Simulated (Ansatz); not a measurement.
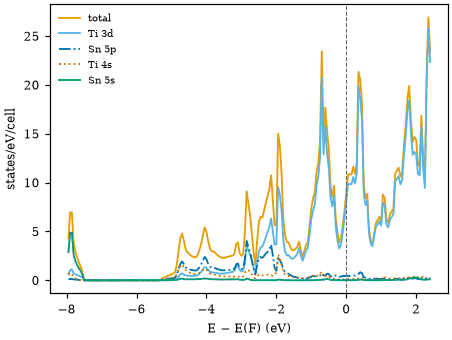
Fig. 1. Total and projected density of states of Ti3Sn in space group P6_3/mmc (No. 194; Ti on 6h, Sn on 2c), plane-wave PAW PBEsol (Ansatz code)

Task: Which orbitals carry the states next to the Fermi level?

Result: Within 0.5 eV of the Fermi level: Ti 3d 90 %. Projections are on Löwdin-orthogonalised atomic valence shells; empty p or d shells of many metals are not among them.

Task: Where is the tallest occupied peak in this window, and what makes it?

Result: Near -0.7 eV, about 23 states/eV per cell; the largest projected share is Ti 3d.

The first step of the workflow began from a Materials Project structure, measured or hypothetical; the Crystallography Open Database copy checked does not list it. Its standing as an ambient phase is unchecked. Symmetry was held in the PBEsol relaxation. At this level the phase is mechanically unstable. The run is not spin-polarised. Spin–orbit coupling is left out wherever it is not named.

Potentials: the later of the program's two PAW sets.
